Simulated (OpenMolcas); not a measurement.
Ti²⁺: multiconfigurational calculation

System: Ti²⁺, among 8 point charges of −1.6 e at 2.3 Å, cube (Oh), whose field is part of the energies.
Method: state-averaged SS-CASPT2, IPEA shift 0.25, imaginary shift 0.1 hartree, closed shells 3s 3p correlated, active space 2 electrons in the shell 3d, basis ANO-RCC-VDZP, DKH2 scalar Hamiltonian, spin-orbit coupling by RASSI with atomic mean-field integrals (OpenMolcas).

Key numbers:

| quantity | value |
| --- | --- |
| outcome | converged; degenerate states are split by up to 310 cm⁻¹ |
| energy of the lowest spin-free term | −858.21426 hartree |
| energy of the lowest spin-orbit level | −858.21429 hartree |
| CASPT2 correlation energy | −0.2345 hartree |
| largest spread among components of a term | 310.2 cm⁻¹ |
| lowest reference weight | 0.921 |
| hardware | 1 CPU thread, shared host |
| wall time | 1.8 s |

Remarks:

The components of ¹T1, which symmetry makes degenerate, are split by 310 cm⁻¹ in CASPT2, and those of 4 more by over 50 cm⁻¹. This is an artefact; the levels of such states rest on averages and are uncertain by about as much. To bear in mind: point charges lack covalency, field too small at true ligand charges.

The input:
```
&GATEWAY
Coord
1

Ti 0.0 0.0 0.0
Basis=ANO-RCC-VDZP
Group=XYZ
NoMove
AngMom=0.0 0.0 0.0
AMFI
XField
4 Angstrom 0
1.327906 1.327906 1.327906 -1.600000
1.327906 1.327906 -1.327906 -1.600000
1.327906 -1.327906 1.327906 -1.600000
1.327906 -1.327906 -1.327906 -1.600000
&SEWARD
&RASSCF
FileOrb=start.orb
Symmetry=1
Spin=3
nActEl=2 0 0
Inactive=3 6
Ras2=5 0
CIRoot=10 10 1
SDav=10
CIMx=300
Iter=120 100
PrWF=0.3
OrbListing=Nothing
MaxOrb=0
>>> COPY $Project.JobIph JOB001
&RASSCF
FileOrb=start.orb
Symmetry=1
Spin=1
nActEl=2 0 0
Inactive=3 6
Ras2=5 0
CIRoot=15 15 1
SDav=15
CIMx=300
Iter=120 100
PrWF=0.3
OrbListing=Nothing
MaxOrb=0
>>> COPY $Project.JobIph JOB002
&RASSI
NrOfJobIphs=2 10 15
1 2 3 4 5 6 7 8 9 10
1 2 3 4 5 6 7 8 9 10 11 12 13 14 15
IphNames
JOB001
JOB002
EJob
SpinOrbit
DIPRint=1.0
SOCoupling=1000.0
Subsets=2
Property=9
'ANGMOM' 1 'ANGMOM' 2 'ANGMOM' 3 'MLTPL  1' 1 'MLTPL  1' 2 'MLTPL  1' 3
'AMFI' 1 'AMFI' 2 'AMFI' 3
SOProperty=3
'ANGMOM' 1 'ANGMOM' 2 'ANGMOM' 3
>>> COPY JOB001 $Project.JobIph
&CASPT2
Multistate=10 1 2 3 4 5 6 7 8 9 10
NoMult
Frozen=2 3
IPEA=0.25
Imaginary=0.1
MaxIter=60
WThr=0.0 0.3 0.05
PrWF=0.5
NoMix
>>> COPY JOB002 $Project.JobIph
&CASPT2
Multistate=15 1 2 3 4 5 6 7 8 9 10 11 12 13 14 15
NoMult
Frozen=2 3
IPEA=0.25
Imaginary=0.1
MaxIter=60
WThr=0.0 0.3 0.05
PrWF=0.5
NoMix
```

The file start.orb holds starting orbitals from an earlier step. A driver script formed the levels outside the program, from RASSI's spin-orbit matrix and the CASPT2 energies (for multi-state variants, the effective Hamiltonian), averaged over the components of each term or state. The log and the time are those of the CASPT2 step.

Command:
```bash
OMP_NUM_THREADS=1 MOLCAS_MEM=1689 MOLCAS_PROJECT=a pymolcas a.inp > a.log  # once for each step of the input, in one work folder
```

Output (extracts):
```
--- CASPT2 ---
Orbital specifications:
      -----------------------

      Symmetry species                           1   2
                                                ag  au
      Frozen orbitals                            2   3
      Inactive orbitals                          1   3
      Active orbitals                            5   0
      Secondary orbitals                         7  13
      Deleted orbitals                           0   0
      Number of basis functions                 15  19
Type of calculation                        SS-CASPT2
      Fock operator                              state-specific
      IPEA shift                                 0.25
      Real shift                                 0.00
      Imaginary shift                            0.10
      The input orbitals will be transformed to quasi-canonical
Reference energy:        -857.9797686044
      E2 (Non-variational):      -0.2343678506
      Shift correction:          -0.0001272702
      E2 (Variational):          -0.2344951207
      Total energy:            -858.2142637252
      Residual norm:              0.0000001674
      Reference weight:           0.95318
      Contributions to the CASPT2 correlation energy
      Active & Virtual Only:         -0.0062019348
      One Inactive Excited:          -0.0762616685
      Two Inactive Excited:          -0.1519042473
Reference energy:        -857.9568553337
      E2 (Non-variational):      -0.2321979898
      Shift correction:          -0.0001206612
      E2 (Variational):          -0.2323186511
      Total energy:            -858.1891739848
      Residual norm:              0.0000001448
      Reference weight:           0.95398
      Contributions to the CASPT2 correlation energy
      Active & Virtual Only:         -0.0055959770
      One Inactive Excited:          -0.0762327180
      Two Inactive Excited:          -0.1503692949
::    CASPT2 Root  1     Total energy:   -858.21426373
::    CASPT2 Root  2     Total energy:   -858.18917398
::    CASPT2 Root  3     Total energy:   -858.18940789
::    CASPT2 Root  4     Total energy:   -858.18981868
::    CASPT2 Root  5     Total energy:   -858.17172468
::    CASPT2 Root  6     Total energy:   -858.17141745
::    CASPT2 Root  7     Total energy:   -858.17101741
::    CASPT2 Root  8     Total energy:   -858.13417944
::    CASPT2 Root  9     Total energy:   -858.13466837
::    CASPT2 Root 10     Total energy:   -858.13408960
--- CASPT2 ---
Orbital specifications:
      -----------------------

      Symmetry species                           1   2
                                                ag  au
      Frozen orbitals                            2   3
      Inactive orbitals                          1   3
      Active orbitals                            5   0
      Secondary orbitals                         7  13
      Deleted orbitals                           0   0
      Number of basis functions                 15  19
Type of calculation                        SS-CASPT2
      Fock operator                              state-specific
      IPEA shift                                 0.25
      Real shift                                 0.00
      Imaginary shift                            0.10
      The input orbitals will be transformed to quasi-canonical
Reference energy:        -857.9257428421
      E2 (Non-variational):      -0.2461055729
      Shift correction:          -0.0002116936
      E2 (Variational):          -0.2463172665
      Total energy:            -858.1720601086
      Residual norm:              0.0000002248
      Reference weight:           0.94650
      Contributions to the CASPT2 correlation energy
      Active & Virtual Only:         -0.0131564988
      One Inactive Excited:          -0.0763699009
      Two Inactive Excited:          -0.1565791732
Reference energy:        -857.9257428421
      E2 (Non-variational):      -0.2460914893
      Shift correction:          -0.0002116909
      E2 (Variational):          -0.2463031802
      Total energy:            -858.1720460223
      Residual norm:              0.0000002248
      Reference weight:           0.94650
      Contributions to the CASPT2 correlation energy
      Active & Virtual Only:         -0.0131565018
      One Inactive Excited:          -0.0763684710
      Two Inactive Excited:          -0.1565665165
::    CASPT2 Root  1     Total energy:   -858.17206011
::    CASPT2 Root  2     Total energy:   -858.17204602
::    CASPT2 Root  3     Total energy:   -858.14794376
::    CASPT2 Root  4     Total energy:   -858.14824354
::    CASPT2 Root  5     Total energy:   -858.14765263
::    CASPT2 Root  6     Total energy:   -858.14070735
::    CASPT2 Root  7     Total energy:   -858.12596413
::    CASPT2 Root  8     Total energy:   -858.12635005
::    CASPT2 Root  9     Total energy:   -858.12493669
::    CASPT2 Root 10     Total energy:   -858.10253062
::    CASPT2 Root 11     Total energy:   -858.10254052
::    CASPT2 Root 12     Total energy:   -858.10117947
::    CASPT2 Root 13     Total energy:   -858.10131133
::    CASPT2 Root 14     Total energy:   -858.10129980
::    CASPT2 Root 15     Total energy:   -858.03418374
```

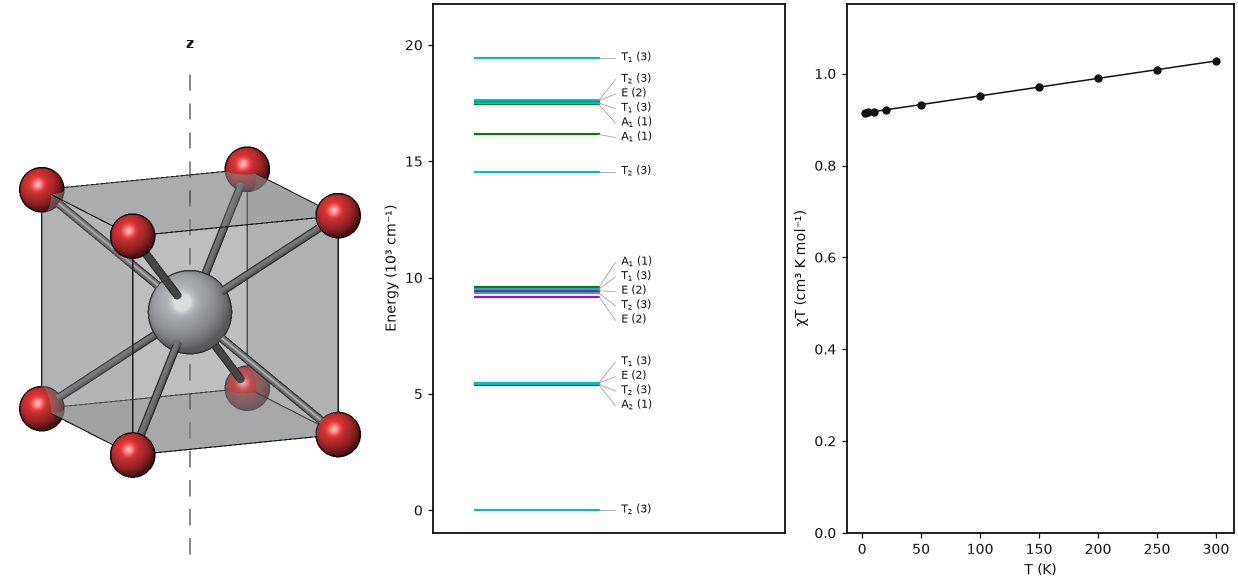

Figure 1. Ti²⁺ (3d²) among 8 point charges of −1.6 e at 2.3 Å, arranged as: cube (Oh), with its levels and susceptibility. Labels give the representation in O, Td, D4 or D3 as the site allows (double group for half-integer spin) where it could be assigned and, in brackets, the degeneracy; spin-free states, where drawn, share the zero of the spin-orbit levels. Powder susceptibility by Van Vleck's formula. The ground level is T₂, 3-fold degenerate, 100 % from states of spin multiplicity 3. The next level lies at 5,380 cm⁻¹ (A₂). χT is 0.914 cm³ K mol⁻¹ at 2 K and 1.03 at 300 K, an effective moment of 2.87 μB.
